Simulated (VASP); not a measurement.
Band structure of CoTe$_{2}$ (space group P-3m1). Computed with PBEsol GGA with spin-orbit coupling, VASP's PBE PAW potentials (set 64) (plane waves; VASP 6.6.1).

Without a dispersion term in the relaxation, distances and binding between the weakly bound layers, chains or molecules are unreliable, and so is what depends on them.

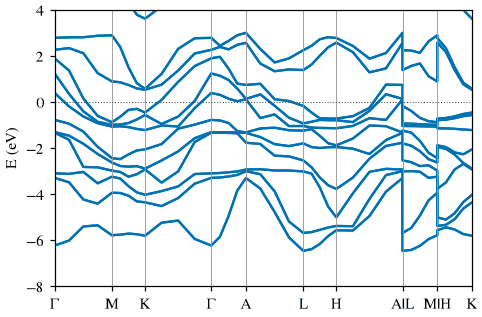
Bands along high-symmetry lines, zero at the valence-band maximum or, without a gap, the Fermi level

Q: Read the plot: is there a gap, and where are the band edges?

A: It has no gap at this level: it comes out as a metal or semimetal.

The structure comes from a computed database's CoTe2 entry (P-3m1); how it stands against other phases isn't given here. It was relaxed first, which changed the volume by -7 %.
